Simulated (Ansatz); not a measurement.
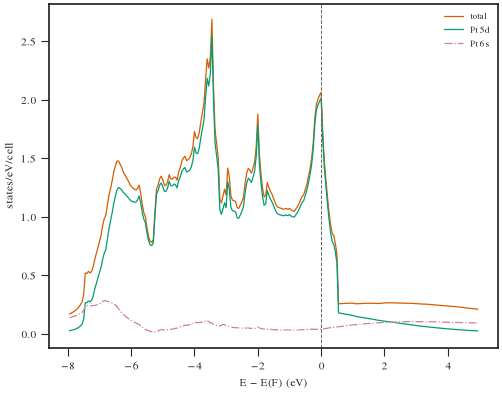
Total and projected density of states of Pt (fcc (Cu type), space group No. 225), DFT-r²SCAN+D4 in the program Ansatz with PAW potentials

Problem. Which orbitals carry the states next to the Fermi level?

Solution. Within 0.5 eV of the Fermi level: Pt 5d 96 %. Projections are on Löwdin-orthogonalised atomic valence shells; empty p or d shells of many metals are not among them.

Problem. Where is the tallest occupied peak in this window, and what makes it?

Solution. Near -3.4 eV, about 2.7 states/eV per cell; the largest projected share is Pt 5d.

Space group Fm-3m (fcc (Cu type)). Symmetry was held in the r²SCAN+D4 relaxation. The run is not spin-polarised. The pairwise dispersion correction was not fitted to metals. Spin–orbit coupling is left out wherever it is not named.

Potentials: the earlier of the program's two PAW sets.
